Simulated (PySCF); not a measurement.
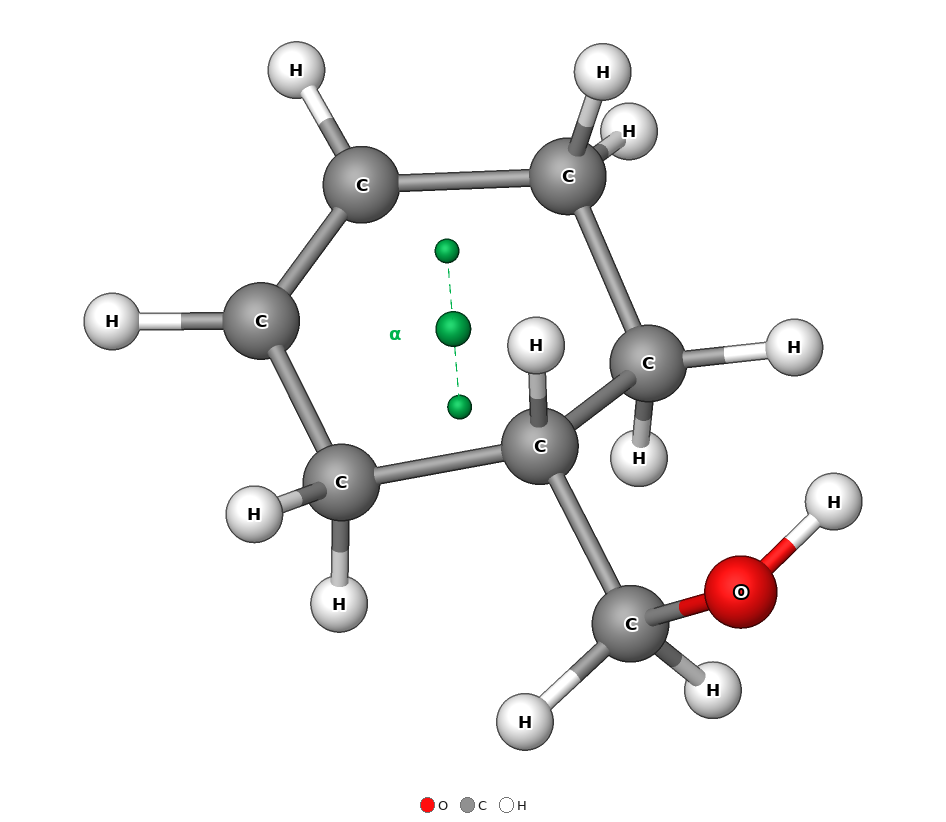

The small points mark where nucleus-independent chemical shifts (NICS) were computed: at the centre of each lettered ring and 1 Å above and below it. Geometry: an image of a reaction path computed with GFN2-xTB, not a minimum. Method: GIAO PBE0/pcSseg-1 NMR shielding, non-relativistic, gas phase (PySCF 2.14.0).

Give NICS(0), NICS(1) and the out-of-plane component NICS(1)zz for each ring (means of the two sides).

```
ring  members  NICS(0)  NICS(1)  NICS(1)zz
   α       C6     −1.0     −2.1        2.2
```

Values in ppm.

What do the values say about the ring currents?

Ring α: weak, as in a non-aromatic ring. NICS is one index among several.
